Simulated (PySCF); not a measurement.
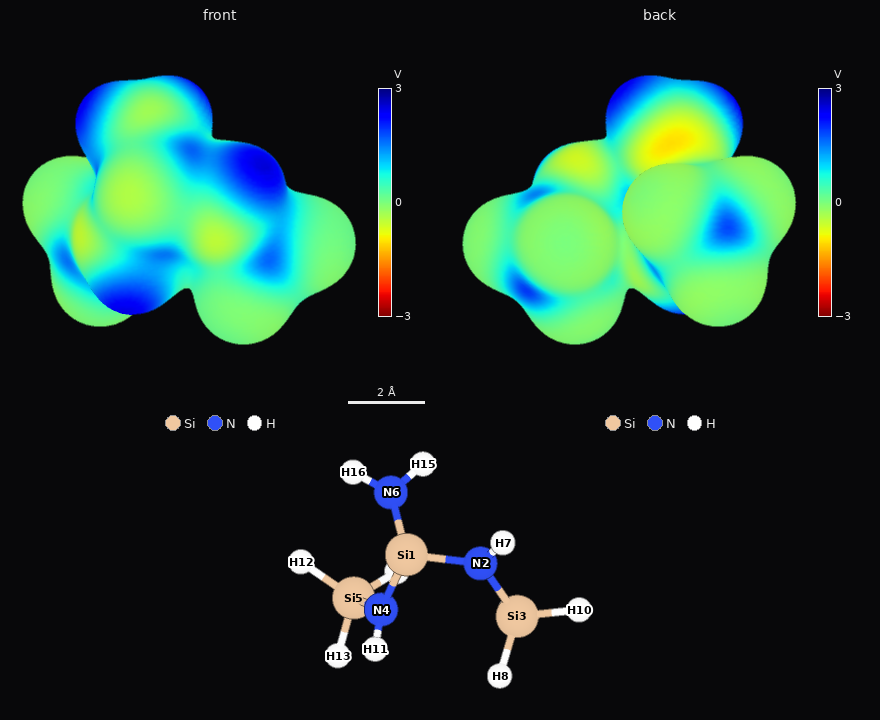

H₁₀N₃Si₃ (SMILES N[Si](N[SiH3])N[SiH3]) (doublet). The electrostatic potential painted on the density surface at 0.004 e/bohr³, seen from the front and from behind; the colour scale runs from red (negative) to blue (positive). The bare structure is drawn below in the same view.

Geometry: PBE0-D3(BJ)/def2-SVP.

Computed with PySCF, UKS B3LYP, IGLO-III on N Si, pcH-1 on H, non-relativistic, mean-field spin-orbit, GIAO.

Input file:

```
{"job": {"kind": "epr"}, "charge": 0, "multiplicity": 2}
Si     1.048889    -0.065767    -0.929124
N     -0.297684    -0.986377    -1.540200
Si    -1.465269    -1.779547    -0.506107
N      0.984136    -0.207238     0.808805
Si     0.551404     1.121272     1.865919
N      0.770630     1.627302    -1.228607
H     -0.316250    -1.241092    -2.522908
H     -0.865526    -2.819029     0.388683
H     -2.207076    -0.807581     0.350477
H     -2.437821    -2.466418    -1.412741
H      1.365354    -1.037010     1.253908
H      1.506492     2.271829     1.805655
H      0.594873     0.574876     3.259048
H     -0.822282     1.634775     1.592669
H      0.040333     1.886301    -1.884819
H      1.546062     2.280106    -1.270527
```

Launched as:

```sh
OMP_NUM_THREADS=1 python cluster_run.py task.json out
```

### Which sites attract a positive test charge, and which a negative one?

A positive charge is drawn to the negative regions and a negative charge to the positive ones. The most negative region (about −0.9 V) lies over N6, the most positive (about +2.4 V) over H7, H11, H15 and H16.
